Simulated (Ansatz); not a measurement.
Fields on a plane of As (A7 type, space group R-3m)

```yaml
crystal:
  lattice:
    - [1.89202, 1.09236, 3.36884]
    - [-1.89202, 1.09236, 3.36884]
    - [0.00000, -2.18472, 3.36884]
  atoms:
    - { symbol: As, position: [0.23031, 0.23031, 0.23031] }
    - { symbol: As, position: [0.76969, 0.76969, 0.76969] }
```

The slice is a (-1 1 0 4) plane (indices of the conventional cell) through the point (0.770, 0.770, 0.770) (fractional), spanned by u = [1 0 -1] and v = [1 -1 1] in vectors of this cell: u (3.78 Å) and v (5.52 Å, at 90° to u). It covers one period; positions are fractions (u, v).

Atoms on it: As at (0.00, 0.00). Other atoms lie within 1 Å of the plane.

These are PBE-D3(BJ) (plane waves to 420 eV, PAW, scalar-relativistic; Ansatz, a first-principles code) values and carry that method's errors. k mesh 11×11×11. Near the nuclei the fields are pseudised (PAW); where an atom keeps semicore shells as valence, they peak there. As was relaxed with its symmetry unable to fall. The PAW data are Ansatz's earlier set.

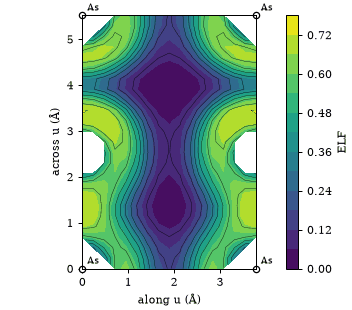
*Electron localisation function (ELF), one period of the plane, atoms marked. Points within 0.5 Å of a nucleus are left white, as the pseudised field means little there.*

```
|xxxxxxxxxx33778888887733xxxxxxxx|
|xxxxxxxx005577888888775500xxxxxx|
|xxxxxxxx336688999999886633xxxxxx|
|xxxx00226688999999999988662200xx|
|22334466778899999999998877664433|
|66667788889999999999999988887766|
|66667788999999999999999999887766|
|44445577889999999999999988775544|
|xx000044668899999999998866440000|
|xxxxxx0044778899999988774400xxxx|
|xxxxxxxx005588999999885500xxxxxx|
|xxxxxxxx004477889988774400xxxxxx|
|xxxxxxxxxx44778899887744xxxxxxxx|
|xxxxxxxx004477889988774400xxxxxx|
|xxxxxxxx005588999999885500xxxxxx|
|xxxxxx0033668899999988663300xxxx|
|xxxx00336677999999999977663300xx|
|11223355778899999999998877553322|
|00113355778899999999998877553311|
|xxxx00225577889999998877552200xx|
|xxxxxxxx226688999999886622xxxxxx|
|xxxxxxxx004477888888774400xxxxxx|
|xxxxxxxxxx33778888887733xxxxxxxx|
|xxxxxxxxxx33668888886633xxxxxxxx|
```
Scale: ten equal steps from -3.00 (start of '0') to 5.86 (end of '9'), in the order '0123456789'. Values: electrostatic potential energy of an electron, from the cell's mean, in eV. The map has 16 points along u (two characters each, u = 0 at the left) and 24 along v (v = 0 in the bottom row). Points within 1 Å of a nucleus are blanked (x), as the pseudised field means little there. Values under -3 eV are set to -3. The zero, the cell's mean, hangs on the PAW cores.
